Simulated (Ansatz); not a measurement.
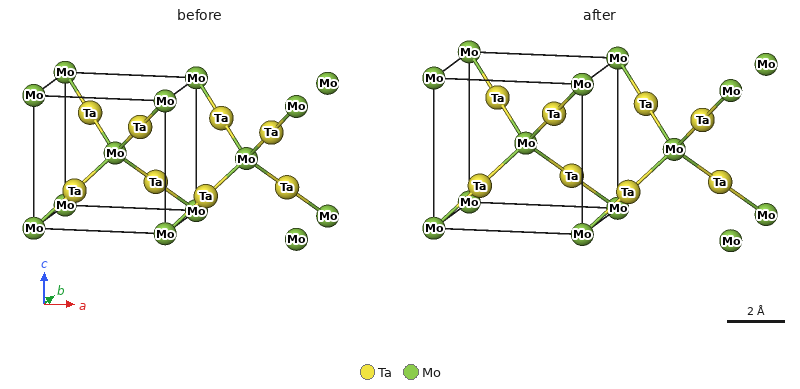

The structure of crystalline Ta$_{2}$Mo (built on the cuprite_224 type) (coarse preliminary run) before (left) and after (right) a relaxation, at one scale.

A ball-and-stick model of the cell of the calculation, repeated 2 × 1 × 1 with one cell outlined, seen from a free direction.

Case: cuprite type (Pn-3m, No. 224).

Level of theory: DFT PBE, scalar-relativistic, plane waves, PAW (Ansatz). Set-up: plane-wave cutoff 420 eV; k-point mesh 4 × 4 × 4; occupations gaussian; smearing width 0.1 eV; no spin polarisation; cell and atoms relaxed; force threshold 0.04 eV/Å; at most 70 steps.

Question: What changed between the two?

Answer: Over 4 accepted moves (5 points after the start) the energy falls by 1422 meV per atom. All forces vanish by symmetry, so only the cell relaxes. The pressure goes from 75.66 to 0.19 GPa. At 1 point the geometry stayed and the basis and grid were re-selected for the new cell (energy shift of 7.4 meV per atom at most each time). No atom moves by more than 0.005 Å relative to the cell. The volume changes by +44.6 %, with a = b = c 4.771 → 5.396 Å (+13.1 %). Near-neighbour distances that change, for instance: Ta–Ta 3.374 → 3.815 Å, Mo–Ta 2.066 → 2.336 Å. The space group stays Pn-3m (No. 224). The run took 26 s on 1 thread of Arm Neoverse V1 (shared host), peak memory 0.42 GiB.
